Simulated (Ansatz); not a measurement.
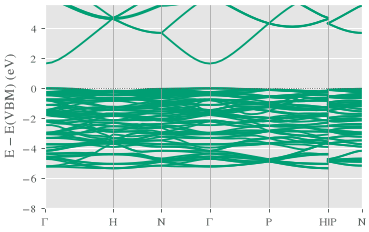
Fig. 1. Band structure from DFT-r²SCAN in the program Ansatz with PAW potentials

The gap is 1.65 eV; an edge lies off the plotted path or next to a special point (maximum off the standard path, minimum at Γ).

The material is In2O3 (bixbyite, Ia-3).

The r²SCAN relaxation kept the symmetry of its start. Spin–orbit coupling is left out wherever it is not named.

Potentials: the later of the program's two PAW sets.
